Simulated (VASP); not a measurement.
Shape and ions are relaxed at each volume.

Energy against volume of Os (hcp). All values below come from SCAN meta-GGA, VASP's PBE PAW potentials (set 64) (plane waves; VASP).

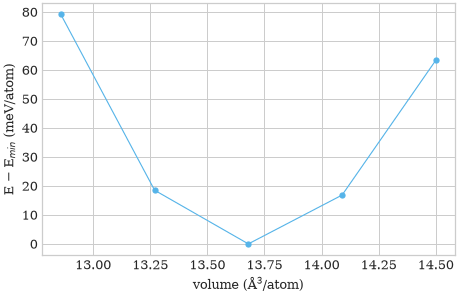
Figure. Energy against volume

**Question.** Estimate the equilibrium volume and the bulk modulus.

**Answer.** The minimum lies near 13.7 Å³/atom, and the curvature gives B0 of about 460 GPa.

Measured: bulk modulus 425 GPa at 0 K (computed value off by +8.2 %), as given by Vázquez-Parga, Fernández-Martínez, Viñes, J. Chem. Theory Comput. (2023), doi:10.1021/acs.jctc.3c00612, Supporting … [zero-point energy and finite temperature contributions removed].

The compound is Os in the hcp structure. It was relaxed first.
